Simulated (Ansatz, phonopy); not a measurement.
# KCl (Sylvite, Fm-3m): thermal expansion from first principles, part 4 of 4

Aim: the lattice, expansion, heat capacity and bulk modulus of KCl (Sylvite) as it warms.

Experimental results on record:
- volume expansion coefficient 111.3 1e-6/K and heat capacity C_P per formula unit 51.7 J/mol/K near room temperature (given in “High-Throughput Prediction of Finite-Temperature Properties using the Quasi-Harmonic Approximation”, 2016, arXiv:1603.06924)
- volume expansion coefficient 114.9 1e-6/K near room temperature (given in “Descriptors for thermal expansion in solids”, 2017, arXiv:1701.03966)

Ansatz 0.2.0; DFT LDA, scalar-relativistic, plane waves, PAW.

So far, isothermal bulk modulus at 298 K (GPa): step 6 (the quasi-harmonic study, cutoff 487.2 eV, k-mesh 8×8×8) 20.2; step 8 (the quasi-harmonic study, k-mesh 4×4×4, q-mesh 4×4×4) 20.1; step 11 (phonons on strained cells, cutoff 320 eV, q-mesh 4×4×4) 20.4.

## 13. Phonons on strained cells, cutoff 487.2 eV, k-mesh 8×8×8

The study relaxes the crystal at several strains, solves the phonons on some of them and minimises the free energy at each temperature (static energy, vibrations, the electrons in a metal, and PV under a set pressure); the q-mesh sets how far the force constants reach.

This step: DFT LDA, scalar-relativistic, plane waves, PAW (Ansatz 0.2.0).

Input file input.yaml:

```yaml
crystal:
  lattice:
    - [0.0, 3.0385007311, 3.0385007311]
    - [3.0385007311, 0.0, 3.0385007311]
    - [3.0385007311, 3.0385007311, 0.0]
  atoms:
    - { symbol: K, position: [0.0, 0.0, 0.0] }
    - { symbol: Cl, position: [0.5, 0.5, 0.5] }
kpoints:
  mp_grid: { grid: [8, 8, 8] }
hamiltonian:
  xc: lda
scf:
  occupations: { method: fixed }
output:
  eigenvalues: true
phonons:
  method: fd
  qmesh: [2, 2, 2]
  temperatures: { t_max: 800.0, t_step: 50 }
  thermal_expansion: {}
```

Launch:

```bash
> ansatz run input.yaml --threads 4 --pin off --max-ram 16384MiB --backend cpu --events-out ev --progress --plain --runs-dir out
```

Numbers of over 12 decimals in the logs are rounded to 6 here.

What it wrote:

```text
[...]
Crystal: 2 atoms, lattice volume = 56.106 Å³
Basis set: ecut = 487.2 eV, 1363 PW (Γ)
Bands: 12, of which v1, the nominal top of the filled ones, is band 8 counted from 1 (7 counted from 0)
Symmetry: 48 space group operations
[...]
k-points: 29 of 512
[...]
vibrations' free energy: its fit leaves 0.0003 meV an atom at the most
  the electrons' free energy at temperature is not in it: every band gap is over 0.83 eV
  free energies summed between the sampled wave vectors
[...]
the FFT grids of the static calculations differ: 32 × 32 × 32, 36 × 36 × 36
  band gaps on the cells' k-points are 4.620 to 5.226 eV
[key lines of the parts left out:]
SCF converged after 7 iterations
Free energy (F): -2544.292118 eV
Fermi energy:    1.340246 eV
P = ⅓ Tr σ = -0.0094 GPa (-0.094 kbar)
```

Elapsed: 2.5 min, on 4 threads of Arm Neoverse V2, shared host; peak memory 0.59 GiB.

Strained cells of the study; zero-point energy where phonons were solved; the pressures are stresses at a fixed cutoff and can carry an offset from the finite basis. Expansion cells, by row:

| cell | \|a\| (Å) | \|b\| (Å) | \|c\| (Å) | V (Å³/atom) | E - E_lowest (meV/atom) | pressure, compression positive (GPa) | gap (eV) | zero-point energy (meV/atom) |
| --- | --- | --- | --- | --- | --- | --- | --- | --- |
| 1 | 4.297 | 4.297 | 4.297 | 28.05 | 0 | -0.012 | 5.11 | - |
| 2 | 4.331 | 4.331 | 4.331 | 28.73 | 1.223 | -0.557 | 5.022 | - |
| 3 | 4.263 | 4.263 | 4.263 | 27.39 | 1.202 | 0.602 | 5.202 | - |
| 4 | 4.297 | 4.297 | 4.297 | 28.05 | 0 | -0.01 | 5.111 | 23.59 |
| 5 | 4.318 | 4.318 | 4.318 | 28.47 | 0.486 | -0.359 | 5.055 | 22.99 |
| 6 | 4.331 | 4.331 | 4.331 | 28.73 | 1.21 | -0.555 | 5.022 | 22.63 |
| 7 | 4.366 | 4.366 | 4.366 | 29.42 | 4.672 | -1.036 | 4.937 | 21.68 |
| 8 | 4.401 | 4.401 | 4.401 | 30.13 | 10.22 | -1.46 | 4.854 | 20.75 |
| 9 | 4.436 | 4.436 | 4.436 | 30.86 | 17.72 | -1.831 | 4.774 | 19.83 |
| 10 | 4.471 | 4.471 | 4.471 | 31.61 | 27 | -2.154 | 4.696 | 18.91 |
| 11 | 4.254 | 4.254 | 4.254 | 27.22 | 1.922 | 0.771 | 5.226 | - |
| 12 | 4.276 | 4.276 | 4.276 | 27.63 | 0.464 | 0.366 | 5.168 | - |
| 13 | 4.507 | 4.507 | 4.507 | 32.37 | 37.96 | -2.434 | 4.62 | - |

Changing the q-mesh (4×4×4 → 2×2×2), the cutoff (320 → 487.2 eV) and the phonon method (dfpt → fd) takes the volume expansion at 298 K from 106 to 109 × 10⁻⁶/K and B_T from 20.4 to 20.2 GPa.

## 14. Comparing the runs

Times are for 4 threads of Arm Neoverse V2, shared host. The series side by side:

```csv
no.,functional,cutoff (eV),k-mesh,q-mesh,method,pressure (GPa),volume expansion coefficient at 298 K (1e-6/K),C_P at 298 K (J/mol-atom/K),isothermal bulk modulus at 298 K (GPa),time,memory (GiB)
1,lda,487.2,8×8×8,2×2×2,dfpt,0,108.9,25.44,20.17,2.3 min,0.62
2,lda,487.2,4×4×4,4×4×4,dfpt,0,108.6,25.43,20.14,2.5 min,0.52
3,lda,320,8×8×8,4×4×4,dfpt,0,105.7,25.37,20.36,7.3 min,0.83
4,lda,487.2,8×8×8,2×2×2,fd,0,108.9,25.44,20.17,2.5 min,0.59
```

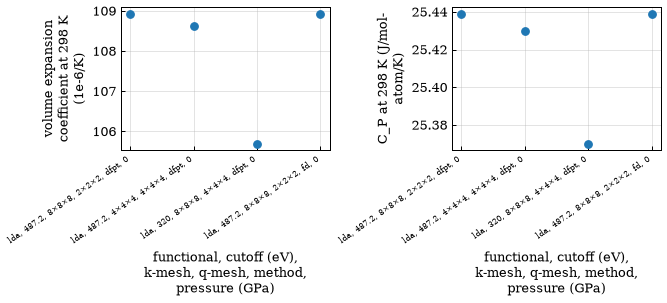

The series as plots.

The runs together, line volume. Expansion coefficient, volume against temperature; values in 1e-6/K:

| temperature (K) | lda, 487.2, 8×8×8, 2×2×2, dfpt, 0 | lda, 487.2, 4×4×4, 4×4×4, dfpt, 0 | lda, 320, 8×8×8, 4×4×4, dfpt, 0 | lda, 487.2, 8×8×8, 2×2×2, fd, 0 |
| --- | --- | --- | --- | --- |
| 0 | 0 | 0 | 0 | 0 |
| 50 | 29.8 | 29.4 | 28.8 | 29.8 |
| 100 | 70.3 | 70.0 | 68.7 | 70.3 |
| 150 | 87.2 | 86.8 | 85.1 | 87.2 |
| 200 | 96.4 | 96.1 | 94.0 | 96.4 |
| 250 | 103 | 103 | 100 | 103 |
| 298 | 109 | 109 | 106 | 109 |
| 300 | 109 | 109 | 106 | 109 |
| 350 | 115 | 115 | 111 | 115 |
| 400 | 121 | 121 | 117 | 121 |
| 450 | 128 | 127 | 122 | 128 |
| 500 | 135 | 135 | 129 | 135 |
| 550 | 143 | 143 | 136 | 143 |
| 600 | 153 | 153 | 144 | 153 |
| 650 | 165 | 165 | 154 | 165 |
| 700 | 179 | 180 | 166 | 179 |
| 750 | 198 | 199 | 181 | 198 |
| 800 | 223 | 225 | 199 | 223 |

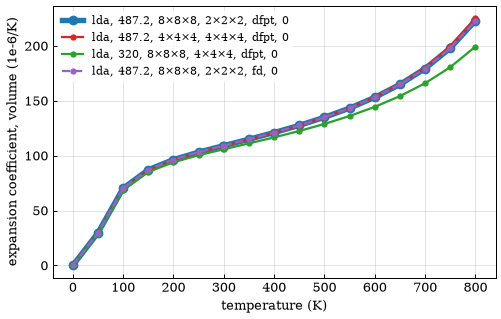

Expansion coefficient, volume, plotted against temperature.

The runs together, line C_P. The heat capacity, C_P by temperature; values in J/mol-atom/K:

```csv
temperature (K),"lda, 487.2, 8×8×8, 2×2×2, dfpt, 0","lda, 487.2, 4×4×4, 4×4×4, dfpt, 0","lda, 320, 8×8×8, 4×4×4, dfpt, 0","lda, 487.2, 8×8×8, 2×2×2, fd, 0"
0,0,0,0,0
50,10.1,10.1,10.1,10.1
100,19.2,19.2,19.2,19.2
150,22.5,22.5,22.4,22.5
200,24.0,24.0,23.9,24.0
250,24.8,24.8,24.8,24.8
298,25.4,25.4,25.4,25.4
300,25.5,25.5,25.4,25.5
350,26.0,26.0,25.9,26.0
400,26.5,26.5,26.4,26.5
450,27.0,26.9,26.8,27.0
500,27.5,27.5,27.3,27.5
550,28.0,28.0,27.8,28.0
600,28.7,28.7,28.4,28.7
650,29.4,29.5,29.0,29.4
700,30.4,30.4,29.8,30.4
750,31.5,31.6,30.7,31.5
800,33.1,33.2,31.9,33.1
```

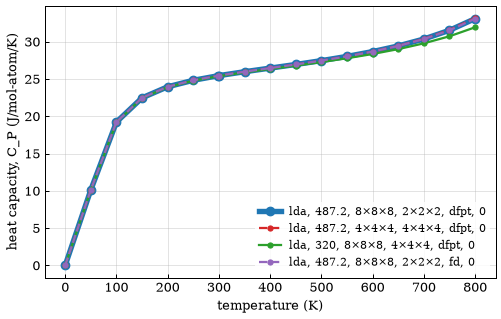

Heat capacity, C_P against temperature.

## 15. Quasi-harmonic fit by phonopy

This step: DFT LDA, scalar-relativistic, plane waves, PAW (phonopy 4.10.0).

Table of energy (each curve on its own zero) by volume; values in meV/atom:

| volume (Å³/atom) | static | F at 0 K | F at 300 K | F at 800 K |
| --- | --- | --- | --- | --- |
| 28.05 | 0 | 2.11 | 6.98 | 18.1 |
| 28.47 | 0.49 | 1.99 | 5.62 | 13.8 |
| 28.73 | 1.21 | 2.36 | 5.23 | 11.7 |
| 29.42 | 4.67 | 4.87 | 5.61 | 7.15 |
| 30.13 | 10.2 | 9.49 | 7.95 | 4.36 |
| 30.86 | 17.7 | 16.1 | 12.1 | 3.09 |
| 31.61 | 27 | 24.4 | 17.8 | 3.14 |

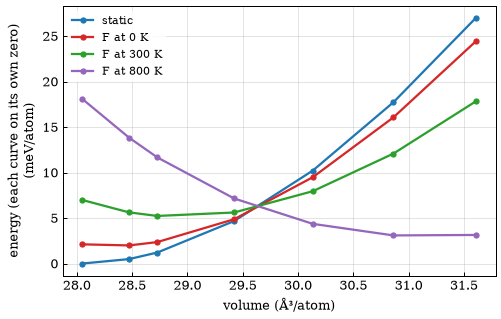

Energy (each curve on its own zero), plotted against volume.

The fit gives a volume expansion of 109 × 10⁻⁶/K at 300 K, against 109 at 298 K from the study itself, whose static fit uses more cells.

## 16. Results

```yaml
settings_of_these_figures: LDA, 487.2 eV, k 4×4×4, q 4×4×4
volume_expansion_coefficient_at_298_k: 108.6 1e-6/K
c_p_at_298_k: 25.43 J/mol-atom/K
entropy_at_298_k: 40.40 J/mol-atom/K
isothermal_bulk_modulus_at_298_k: 20.14 GPa
grueneisen_parameter_at_298_k: 1.576
volume_at_298_k: 28.94 Å³/atom
principal_linear_expansion_coefficients_at_298_k: 36.21, 36.21, 36.21 1e-6/K
```

What this shows: Near room temperature KCl (Sylvite) expands by 109 × 10⁻⁶/K in volume by LDA, with C_P = 25.4 J/(mol K) per mole of atoms and B_T = 20.1 GPa. Between 298.15 and 800 K the bulk modulus falls by 46 % and the Grüneisen parameter grows; in this range the quasi-harmonic approximation, which lacks anharmonicity at fixed volume, tends to overshoot. C_P at room temperature is 102 % of the classical 3R an atom; C_V is 97 %, and the rest is expansion work. A measured volume expansion coefficient near room temperature is 111.3 1e-6/K (arXiv:1603.06924); the calculated 109 1e-6/K differs by -2 %. A measured heat capacity per formula unit near room temperature is 51.7 J/mol/K (arXiv:1603.06924); the calculated 50.9 J/mol/K differs by -2 %. Changing the q-mesh, k-mesh, cutoff and phonon method moves the volume expansion at 298 K between 106 and 109 × 10⁻⁶/K, while the CPU time spans a factor of 3.4. The PAW files were made for PBE and are used here under another functional, for which the program regenerates the frozen cores. The cell of these runs is 10 % smaller in volume than the database cell; frequencies and all that rests on them shift with it.

[Logs are printed without paths, hosts, clocks, repeated set-up lines and the standing remarks that a program may print on its own settings, such as how far it seeks lower states.]

[Hosts, paths, dates, database ids (printed as entryN), source tags and the programs' standing remarks are cut or masked in the printed files.]

[A step with changed settings may run another functional than the one named; its input shows which.]
